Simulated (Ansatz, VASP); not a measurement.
## MgZn2Se2S: VASP beside Ansatz

Wanted: the spread between two codes on one cell, functional and k mesh. The cell is generated by rule, not measured, and may not be a known phase. The structure shown is the end of the Ansatz relaxation below.

Main program and level: Ansatz 0.2.0; plane waves, with VASP 6.6.1 beside it; single point at PBEsol.

The structure was built from a prototype and need not be the compound's stable phase.

### 1. The starting structure

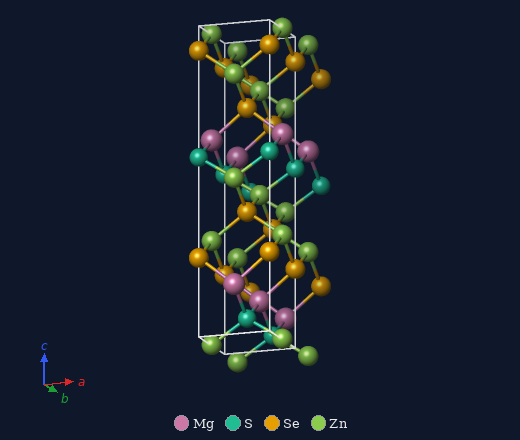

The cell as given, from a free direction (magnesium pink, sulfur teal, selenium orange, zinc green). 1×2×1 cells are drawn. This picture shows the conventional cell, with its axes. Some periodic images of atoms are drawn too.

As a file:

```cif
data_structure
_symmetry_space_group_name_H-M 'Imm2'
_symmetry_Int_Tables_number 44
_cell_length_a 3.9741
_cell_length_b 3.9988
_cell_length_c 16.9345
_cell_angle_alpha 90.000
_cell_angle_beta 90.000
_cell_angle_gamma 90.000
_cell_volume 269.12
loop_
_atom_site_label
_atom_site_type_symbol
_atom_site_symmetry_multiplicity
_atom_site_Wyckoff_symbol
_atom_site_fract_x
_atom_site_fract_y
_atom_site_fract_z
_atom_site_occupancy
Mg1 Mg 2 b 0.50000 0.00000 0.16015 1
S1 S 2 a 0.50000 0.50000 0.07707 1
Se1 Se 2 a 0.50000 0.50000 0.42006 1
Se2 Se 2 a 0.00000 0.00000 0.25400 1
Zn1 Zn 2 b 0.00000 0.50000 0.00218 1
Zn2 Zn 2 b 0.00000 0.50000 0.33654 1
```

### 2. Ansatz: relaxation, PBEsol

Ansatz runs on its default PAW (the set named soft_2) files.

This run makes the geometry at which the two programs are then compared.

Input file input.yaml:

```yaml
crystal:
  lattice:
    - [2.82667, 2.82667, 0.0]
    - [-2.82667, 2.82667, 0.0]
    - [2.82667, 0.0, 8.48]
  atoms:
    - { symbol: Mg, position: [0.666667, 0.333333, 0.666667] }
    - { symbol: S, position: [0.083333, 0.416667, 0.833333] }
    - { symbol: Se, position: [0.416667, 0.083333, 0.166667] }
    - { symbol: Se, position: [0.75, 0.75, 0.5] }
    - { symbol: Zn, position: [0.0, 0.0, 0.0] }
    - { symbol: Zn, position: [0.333333, 0.666667, 0.333333] }
kpoints:
  mp_grid: { grid: [6, 6, 6] }
hamiltonian:
  xc: pbesol
scf:
  occupations: { method: gaussian, width: 0.1 }
output:
  forces: true
  stress: true
  eigenvalues: true
relax:
  adjacent_minimum: "off"
  f_tol: 0.05
  max_steps: 80
  cell: { stress_tol: 0.5 }
```

On the command line:

```console
$ ansatz run input.yaml --threads 8 --pin off --max-ram 14336MiB --backend cpu --events-out ev --progress --plain --runs-dir out
```

Numbers of over 12 decimals in the logs are rounded to 6 here.

The log of the run:

```text
Warning: the atoms were moved onto the symmetric positions of the space group found under crystal.symmetry.tolerance 1.0e-5 (fractional; no operation is sought that the atoms, as they stand in a round, miss by more than twice it, and no atom is moved by as much as it), and the run uses the moved positions. Before a round's move an operation carried an atom to 5.65e-6 Å from where it should land, the largest such dist [...]
The last accepted step is kept in <dir> (removed where the run ends without a failure and the disk answers)
Engine: ansatz 0.2.0, x86_64-unknown-linux-gnu
Pseudopotentials: kind: paw
Pseudopotential: Mg, paw, valence charge 10, recommended cutoff 420 eV (normal), Mg.paw.azcp
Pseudopotential: S, paw, valence charge 6, recommended cutoff 420 eV (normal), S.paw.azcp
Pseudopotential: Se, paw, valence charge 16, recommended cutoff 420 eV (normal), Se.paw.azcp
Pseudopotential: Zn, paw, valence charge 12, recommended cutoff 420 eV (normal), Zn.paw.azcp
Functional definition: PBEsol
  exchange = pbesol_x
  correlation = pbesol_c
Crystal: 6 atoms, lattice volume = 135.511 Å³
Basis set: ecut = 420 eV, 2625 PW (Γ), exchange–correlation on 54×54×120 points (8 copies of the dense FFT grid, shifted against one another)
Bands: 44, of which v1, the nominal top of the filled ones, is band 36 counted from 1 (35 counted from 0)
Symmetry: 4 space group operations
Space group: Imm2 (ITA 44), of the structure as read, at distance tolerance 5.1e-5 Å
k-points: 46 of 216 (time reversal used)
Non-local potential: Mg, projectors of the file, l = 0: 3, l = 1: 2, l = 2: 1
Non-local potential: S, projectors of the file, l = 0: 2, l = 1: 2, l = 2: 2
Non-local potential: Se, projectors of the file, l = 0: 2, l = 1: 2, l = 2: 3, l = 3: 1
Non-local potential: Zn, projectors of the file, l = 0: 2, l = 1: 2, l = 2: 3, l = 3: 1
PAW form: soft (Blöchl's): semilocal exchange-correlation on the pseudo side does not see the compensation charge
PAW frozen core: Mg, regenerated for the run's functional, and the local potential with it (the file was generated under x = pbe(κ = 0.804, μ = 0.219515), c = pbe(β = 0.066725))
PAW frozen core: S, regenerated for the run's functional, and the local potential with it (the file was generated under x = pbe(κ = 0.804, μ = 0.219515), c = pbe(β = 0.066725))
PAW frozen core: Se, regenerated for the run's functional, and the local potential with it (the file was generated under x = pbe(κ = 0.804, μ = 0.219515), c = pbe(β = 0.066725))
PAW frozen core: Zn, regenerated for the run's functional, and the local potential with it (the file was generated under x = pbe(κ = 0.804, μ = 0.219515), c = pbe(β = 0.066725))
PAW one-centre angular grid: Mg, 110 points (default); XC on 64 Gauss nodes
PAW one-centre angular grid: S, 110 points (default); XC on 64 Gauss nodes
PAW one-centre angular grid: Se, 590 points (default); XC on 64 Gauss nodes
PAW one-centre angular grid: Zn, 590 points (default); XC on 64 Gauss nodes
Initial density: superposition of atomic densities (neutral atoms: chi_scale 0, normalization atom), corrected by the library's trained network
Initial wavefunctions: pseudopotential atomic-orbital guess
Functional: x = pbesol(κ = 0.804, μ = 0.123457), c = pbesol(β = 0.046)
SCF iter   1: F=—  HF=-20212.409996 eV  |F-HF|=—  |Δ(HF+E_count)|=         —  Δρ=3.69e-3  dr2=2.63e-2  ethr=1.77e-3  ⟨swp⟩=7.3  Hψ=8311  notcnv=0
preconditioner: auto → Resta (q_TF=auto, 2.455 Å⁻¹)  ε∞=4.9  [insulator: Δε(μ)=1.767 eV  Ē_g=10.722 eV  σ=0.100 eV  W_gap=1.00  n_scr=42 (ndim 8)  ℏωp=21.2 eV  f_vac=0.088  D(μ)=0.00/eV (n_scr^D=0)  ε∞_Penn≈4.9]
SCF iter   2: F=—  HF=-20212.402659 eV  |F-HF|=—  |Δ(HF+E_count)|=   7.34e-3  Δρ=1.42e-3  dr2=5.48e-3  ethr=3.65e-5  ⟨swp⟩=2.0  Hψ=3199  notcnv=0
SCF iter   3: F=—  HF=-20212.401822 eV  |F-HF|=—  |Δ(HF+E_count)|=   8.37e-4  Δρ=1.07e-3  dr2=1.21e-3  ethr=7.61e-6  ⟨swp⟩=2.0  Hψ=2838  notcnv=0
SCF iter   4: F=—  HF=-20212.401470 eV  |F-HF|=—  |Δ(HF+E_count)|=   3.52e-4  Δρ=3.50e-4  dr2=2.02e-4  ethr=1.68e-6  ⟨swp⟩=2.0  Hψ=2709  notcnv=0
[...]
SCF iter   2: F=—  HF=-20212.523889 eV  |F-HF|=—  |Δ(HF+E_count)|=   5.83e-3  Δρ=3.42e-3  dr2=8.59e-3  ethr=4.22e-5  ⟨swp⟩=1.0  Hψ=2024  notcnv=0
SCF iter   3: F=—  HF=-20212.523327 eV  |F-HF|=—  |Δ(HF+E_count)|=   5.62e-4  Δρ=1.09e-3  dr2=1.02e-3  ethr=1.19e-5  ⟨swp⟩=2.0  Hψ=3174  notcnv=0
SCF iter   4: F=—  HF=-20212.522830 eV  |F-HF|=—  |Δ(HF+E_count)|=   4.97e-4  Δρ=3.44e-4  dr2=1.92e-4  ethr=1.42e-6  ⟨swp⟩=2.0  Hψ=2890  notcnv=0
SCF iter   5: F=—  HF=-20212.522840 eV  |F-HF|=—  |Δ(HF+E_count)|=   1.00e-5  Δρ=8.21e-5  dr2=2.25e-5  ethr=2.66e-7  ⟨swp⟩=2.0  Hψ=2926  notcnv=0
SCF iter   6: F=—  HF=-20212.522842 eV  |F-HF|=—  |Δ(HF+E_count)|=   2.82e-6  Δρ=3.85e-5  dr2=4.39e-6  ethr=3.12e-8  ⟨swp⟩=2.0  Hψ=3634  notcnv=0
SCF iter   7: F=-20212.522844 eV  HF=-20212.522844 eV  |F-HF|=2.97e-8  |Δ(HF+E_count)|=   1.28e-6  Δρ=1.42e-5  dr2=3.42e-7  ethr=8.33e-10  ⟨swp⟩=3.7  Hψ=9499  notcnv=0
SCF 2 converged in 7 iterations: F = -20212.522844 eV  dr2 = 3.42e-7
relax step   2: F+E_penalty+E_count = -20212.52284378 eV  Δ(F+E_penalty+E_count) = -1.213e-1 eV  max|allowed force component| = 1.963e-1 eV/Å  Δτ_max = 0.0917 Å  P = -0.252 GPa  Ω = 135.157 Å³  energy of the carried Pulay correction = +7.988e-5 eV  (7 SCF iters, dr2 threshold 6.00e-7 eV, accepted)
[...]
relax step   3: F+E_penalty+E_count = -20212.52892956 eV  Δ(F+E_penalty+E_count) = -6.086e-3 eV  max|allowed force component| = 3.522e-2 eV/Å  Δτ_max = 0.0187 Å  P = +0.011 GPa  Ω = 134.558 Å³  energy of the carried Pulay correction = +2.155e-4 eV  (6 SCF iters, dr2 threshold 6.00e-7 eV, accepted)
[...]
relax step   4: F+E_penalty+E_count = -20212.52871909 eV  Δ(F+E_penalty+E_count) = +2.105e-4 eV  max|allowed force component| = 3.515e-2 eV/Å  Δτ_max = 0.0000 Å  P = +0.012 GPa  Ω = 134.558 Å³  stress off target by 4.35e-2 GPa  SCF on the basis re-selected at this cell (its energy is not comparable with the rows above)  (5 SCF iters)
basis re-selected at this cell: Δ(F+E_penalty+E_count) = +2.105e-4 eV, ΔP = +0.001 GPa vs the last step (what re-selecting the basis moved, of the pressure what is left beyond the Pulay correction that the steps carried, after the strain that the cell walked since its last selection, with what the two solves' SCF thresholds leave and, on support functions, any second-order correction that the steps lacked; it is no m [...]
SCF converged after 5 iterations
Free energy (F): -20212.528719 eV
Harris-Foulkes:  -20212.528719 eV  (|F-HF|=1.16e-10)
Internal energy: -20212.528719 eV  (E = F + TS)
E sigma→0 (E₀):  -20212.528719 eV
Fermi energy:    6.622835 eV
--- Per-component energies (eV) ---
  E_band       = -1146.724969
  E_kinetic    = 684.640951
  E_local      = -11268.854199  (includes V_loc(G=0)·N_el)
  E_nonlocal   = 169.624258
  E_hartree    = 5041.471095
  E_xc         = -603.801521
  E_vxc        = -427.122792  (∫ρ·V_xc dr)
  E_paw        = -8182.841256  (= ΣΔE_a)
  E_vpaw       = -387.951206  (= ΣTr[D̂ρ^β])
  E_aug_tail   = -0.001863  (compensation charges beyond the density's cutoff)
  E_ewald      = -6056.498606
  E_core_change = 3.732422  (= ΣΔE_core)
  E_smearing   = -0.000000  (= −TS)
  E_closure    = -0.000000  (closes the sum)
  Σ components = -20212.528719   (vs F -20212.528719, Δ=0.00e0)
--- Forces (eV/Å), atoms counted from 1 ---
  atom   1  Mg     0.00000000    -0.00000000    -0.01802401
  atom   2  S      0.00000000     0.00000000     0.00370730
  atom   3  Se    -0.00000000     0.00000000     0.03515069
  atom   4  Se     0.00000000    -0.00000000    -0.00702723
  atom   5  Zn     0.00000000     0.00000000    -0.02493903
  atom   6  Zn     0.00000000    -0.00000000     0.01111471
  max |Σ_I F_I| component: 1.76e-5 eV/Å
--- Stress (GPa, compression-positive) ---
       -0.004384       0.035114       0.000000
        0.035114      -0.004384       0.000000
        0.000000       0.000000       0.043538
  P = ⅓ Tr σ = 0.0116 GPa (0.116 kbar)
--- Band table (eV; the first three rows and the last of 46) ---
  k-point 0: bands = [... 32 lower, 4.4205, 5.6580, 5.7097, 5.7778, 7.4679, 9.2732, 9.4513, 9.7093, ... 4 higher]
  k-point 1: bands = [... 32 lower, 4.5138, 5.3560, 5.6559, 5.7221, 7.8088, 9.0178, 9.6235, 9.7779, ... 4 higher]
  k-point 2: bands = [... 32 lower, 4.6950, 4.7914, 5.5303, 5.5912, 8.4618, 8.8245, 9.5016, 9.9408, ... 4 higher]
  k-point 45: bands = [... 32 lower, 3.4999, 3.5391, 3.7387, 3.7705, 8.8223, 9.4992, 9.6772, 10.5038, ... 4 higher]
--- Relaxed structure (3 steps of the walk, 3 accepted, 1 SCFs on fresh bases) ---
  F+E_penalty+E_count = -20212.52871909 eV   max|allowed force component| = 3.515e-2 eV/Å   (the final SCF, on the basis selected at the relaxed cell)
  cell:  # Å, volume = 134.5581 Å³
    - [2.827580, 2.827580, -6.579513047623153e-19]
    - [-2.810108, 2.810108, 1.6278154774479648e-18]
    - [2.818844, 0.00873576, 8.467237]
  atoms:
    - { symbol: Mg, position: [0.660154, 0.339846, 0.679693] }
    - { symbol: S, position: [0.077070, 0.422930, 0.845860] }
    - { symbol: Se, position: [0.420062, 0.079938, 0.159876] }
    - { symbol: Se, position: [0.754000, 0.746000, 0.491999] }
    - { symbol: Zn, position: [0.00217874, -0.00217874, -0.00435749] }
    - { symbol: Zn, position: [0.336535, 0.663465, 0.326930] }
```

Reading the cycles: dr2 is the Hartree energy of the density residual (eV), the measure of convergence; HF is the Harris–Foulkes estimate of the energy, which meets the free energy F at convergence.

### 3. VASP: single point, PBEsol

The same cell, functional, mesh and smearing now go to VASP, with its own data sets and cutoff.

Lines of VASP's logs that name or quote its potential files are left out, and so is its time.

Input file INCAR:

```
SYSTEM = MgZn2Se2S
PREC = Accurate
ENCUT = 400
EDIFF = 1E-06
NELM = 100
ISMEAR = 0
SIGMA = 0.1
LREAL = .FALSE.
ALGO = Normal
GGA = PS
NBANDS = 28
LORBIT = 11
LWAVE = .FALSE.
LCHARG = .FALSE.
KPAR = 2
ISIF = 2
```

Input file POSCAR:

```
MgZn2Se2S
1.0
    2.8275799997      2.8275799997      0.0000000000
   -2.8101084800      2.8101084800      0.0000000000
    2.8188442398      0.0087357599      8.4672374184
Mg S Se Zn
1 1 2 2
Direct
    0.6601535185      0.3398464815      0.6796929631
    0.0770701223      0.4229298777      0.8458597553
    0.4200620566      0.0799379434      0.1598758868
    0.7540004975      0.7459995025      0.4919990050
    0.0021787433      0.9978212567      0.9956425134
    0.3365350618      0.6634649382      0.3269298764
```

Input file KPOINTS:

```
Automatic mesh
0
Gamma
6 6 6
0 0 0
```

PAW data sets: Mg, S, Se and Zn (PBE family, release 64).

On the command line:

```console
$ mpirun -np 2 vasp_std
```

The log of the run:

```text
[banner, memory and clock lines left out]
running    2 mpi-ranks, on    1 nodes
 distrk:  each k-point on    1 cores,    2 groups
 distr:  one band on    1 cores,    1 groups

 POSCAR found type information on POSCAR MgS SeZn
 POSCAR found :  4 types and       6 ions
|                                                                             |
|               ----> ADVICE to this user running VASP <----                  |
|                                                                             |
|     You enforced a specific xc type in the INCAR file but a different       |
|     [... a line on the potential file left out ...]
|     I HOPE YOU KNOW WHAT YOU ARE DOING!                                     |
|                                                                             |

 LDA part: xc-table for (Slater+PW92), standard interpolation
 POSCAR, INCAR and KPOINTS ok, starting setup
 FFT: planning ... GRIDC
 FFT: planning ... GRID_SOFT
 FFT: planning ... GRID
 WAVECAR not read
 entering main loop
       N       E                     dE             d eps       ncg     rms          rms(c)
DAV:   1     0.261465082207E+03    0.26147E+03   -0.17214E+04  2576   0.136E+03
DAV:   2     0.441997600961E+01   -0.25705E+03   -0.24769E+03  2804   0.307E+02
DAV:   3    -0.226982397591E+02   -0.27118E+02   -0.26904E+02  2944   0.104E+02
DAV:   4    -0.234380784026E+02   -0.73984E+00   -0.73863E+00  3140   0.180E+01
DAV:   5    -0.234470700565E+02   -0.89917E-02   -0.89902E-02  3192   0.189E+00    0.816E+00
DAV:   6    -0.223298397943E+02    0.11172E+01   -0.26086E+00  3960   0.461E+01    0.639E+00
DAV:   7    -0.223237158212E+02    0.61240E-02   -0.21506E+00  2792   0.755E+00    0.296E+00
DAV:   8    -0.223128633720E+02    0.10852E-01   -0.78099E-02  3476   0.343E+00    0.108E+00
DAV:   9    -0.223133089661E+02   -0.44559E-03   -0.17785E-02  3404   0.216E+00    0.282E-01
DAV:  10    -0.223133147218E+02   -0.57557E-05   -0.14018E-03  2984   0.522E-01    0.182E-01
DAV:  11    -0.223134780065E+02   -0.16328E-03   -0.72447E-04  3552   0.285E-01    0.446E-02
DAV:  12    -0.223135227571E+02   -0.44751E-04   -0.17807E-04  2904   0.241E-01    0.321E-02
DAV:  13    -0.223135252668E+02   -0.25097E-05   -0.24141E-05  3372   0.575E-02    0.209E-02
DAV:  14    -0.223135286477E+02   -0.33808E-05   -0.13762E-05  2868   0.215E-02    0.763E-03
DAV:  15    -0.223135284328E+02    0.21485E-06   -0.25552E-06  2516   0.195E-02
   1 F= -.22313528E+02 E0= -.22313528E+02  d E =-.123064E-10
```

From OUTCAR (step 3):

```text
ion  position               nearest neighbor table
   1  0.660  0.340  0.680-   2 2.44   2 2.44   4 2.54   4 2.54
   2  0.077  0.423  0.846-   5 2.36   5 2.36   1 2.44   1 2.44
   3  0.420  0.080  0.160-   5 2.44   5 2.44   6 2.44   6 2.44
   4  0.754  0.746  0.492-   6 2.44   6 2.44   1 2.54   1 2.54
   5  0.002  0.998  0.996-   2 2.36   2 2.36   3 2.44   3 2.44
   6  0.337  0.663  0.327-   3 2.44   3 2.44   4 2.44   4 2.44

  LATTYP: Found a body centered orthorhombic cell.
 ALAT       =     3.9740935242
 B/A-ratio  =     1.0062173826
 C/A-ratio  =     4.2612169879

 Subroutine GETGRP returns: Found  4 space group operations
 (whereof  4 operations were pure point group operations)

The static configuration has the point symmetry C_2v.

 Found     46 irreducible k-points:

   k-points           NKPTS =     46   k-points in BZ     NKDIM =     46   number of bands    NBANDS=     28

   dimension x,y,z NGX =    28 NGY =   28 NGZ =   60
   dimension x,y,z NGXF=    56 NGYF=   56 NGZF=  120

   ENCUT  =  400.0 eV  29.40 Ry    5.42 a.u.   6.52  6.48 14.55*2*pi/ulx,y,z

   NELECT =      44.0000    total number of electrons

 k-points in reciprocal lattice and weights: Automatic mesh
   0.00000000  0.00000000  0.00000000       0.005
   0.16666667  0.00000000  0.00000000       0.019
   0.33333333  0.00000000  0.00000000       0.019
   0.50000000  0.00000000  0.00000000       0.009
   0.00000000  0.16666667 -0.00000000       0.019
   0.16666667  0.16666667 -0.00000000       0.019
   0.33333333  0.16666667  0.00000000       0.037
   0.50000000  0.16666667  0.00000000       0.037
  -0.33333333  0.16666667 -0.00000000       0.037
[...]
0.00000000  0.33333333  0.33333333       0.009
   0.00000000  0.00000000  0.50000000       0.005

 average (electrostatic) potential at core
       1 -38.6901       2 -88.9473       3 -55.5640       4 -55.2633       5 -36.6341
       6 -36.5683

 E-fermi :   2.0048

 k-point     1 :       0.0000    0.0000    0.0000
  band No.  band energies     occupation
    ...
     18       0.2027      2.00000
     19       0.2327      2.00000
     20       1.4725      2.00000
     21       1.5250      2.00000
     22       1.5937      2.00000
     23       3.2839      0.00000
     24       5.0857      0.00000
     25       5.2608      0.00000
     26       5.5201      0.00000
     27       6.2991      0.00000
    ...

 k-point     2 :       0.1667    0.0000    0.0000
  band No.  band energies     occupation
    ...
     18      -0.1449      2.00000
     19       0.3742      2.00000
     20       0.3983      2.00000
     21       1.1867      2.00000
     22       1.5296      2.00000
     23       4.2544      0.00000
     24       5.3953      0.00000
     25       5.8445      0.00000
     26       6.4502      0.00000
     27       6.9137      0.00000
    ...

 k-point     3 :       0.3333    0.0000    0.0000
  band No.  band energies     occupation
    ...
     18       0.0644      2.00000
     19       0.3474      2.00000
     20       0.5515      2.00000
     21       0.7009      2.00000
     22       1.3340      2.00000
     23       4.8929      0.00000
     24       5.2921      0.00000
     25       6.3377      0.00000
     26       7.3255      0.00000
     27       7.4835      0.00000
    ...

  Total       -0.0041553     -0.0041553      0.0285972      0.0311847      0.0000000     -0.0000000
  in kB       -0.0494772     -0.0494772      0.3405053      0.3713146      0.0000000     -0.0000000
  external PRESSURE =       0.0805170 kB  Pullay stress =       0.0000000 kB

  energy-cutoff  :      400.00
  volume of cell :      134.56
      direct lattice vectors                 reciprocal lattice vectors
     2.827580000  2.827580000  0.000000000     0.176829656  0.176829656 -0.059051137
    -2.810108480  2.810108480  0.000000000    -0.177929074  0.177929074  0.059051137
     2.818844240  0.008735760  8.467237418     0.000000000  0.000000000  0.118102275

 POSITION                                       TOTAL-FORCE (eV/Angst)
 -----------------------------------------------------------------------------------
      2.82758      2.82758      5.75512         0.000000     -0.000000     -0.012899
      1.41379      1.41379      7.16210         0.000000     -0.000000     -0.018890
      1.41379      1.41379      1.35371        -0.000000      0.000000      0.034723
      1.42253      4.23263      4.16587        -0.000000      0.000000      0.017269
      0.00874      2.81884      8.43034         0.000000     -0.000000     -0.032091
      0.00874      2.81884      2.76819        -0.000000      0.000000      0.011888
 -----------------------------------------------------------------------------------
    total drift:                                0.000010     -0.000019     -0.001660

  FREE ENERGIE OF THE ION-ELECTRON SYSTEM (eV)
  ---------------------------------------------------
  free  energy   TOTEN  =       -22.3135284328 eV

  energy  without entropy=      -22.3135284328  energy(sigma->0) =      -22.31352843

 total charge
# of ion       s       p       d       tot
------------------------------------------
    1        0.172   0.148   0.037   0.357
    2        1.309   2.439   0.000   3.748
    3        1.436   2.427   0.032   3.895
    4        1.433   2.473   0.020   3.927
    5        0.529   0.464   9.791  10.784
    6        0.537   0.462   9.786  10.786
--------------------------------------------------
tot          5.416   8.413  19.666  33.495

[... 3 further parts left out ...]
```

The run ends at a pressure of 0.01 GPa, with forces up to 0.035 eV/Å.

### 4. Differences

Known differences besides the PAW data sets themselves: the data sets hold 72 valence electrons in Ansatz (default PAW (the set named soft_2) files) and 44 in VASP; the cutoff is 420 eV in Ansatz and 400 eV in VASP; Ansatz makes its cores anew for this functional, VASP keeps those of its PBE data sets; VASP leaves aspherical gradient terms in its spheres out (LASPH is not set), Ansatz keeps them; Ansatz's pressure holds a Pulay correction, VASP's none. Total energies have different zeros and are not compared.

Compared:

```tsv
quantity	Ansatz	VASP	difference
pressure (GPa)	0.01	0.01	0.00
gap on the k mesh (eV)	1.690	1.690	0.000
```

At this near-relaxed geometry the largest component of a force difference is 24 meV/Å.

### 5. Results

```yaml
difference_in_gap_on_the_k_mesh_single_point_pbesol: -7.0e-5 eV
r_m_s_force_difference_single_point_pbesol: 8.1 meV/Å
```

**Reading.** The r.m.s. force difference is 8.1 meV/Å (single point, PBEsol), within the 12 meV/Å picked in this series as the mark of a large difference. How closely two codes agree says nothing of how well the functional describes the real material.

[Lines on the potential files, build, host, timing and source positions are cut from VASP's logs without a mark.]

[Logs are printed without paths, hosts, clocks, repeated set-up lines and the standing remarks that a program may print on its own settings, such as how far it seeks lower states.]

[Hosts, paths, dates, database ids (printed as entryN), source tags and the programs' standing remarks are cut or masked in the printed files.]
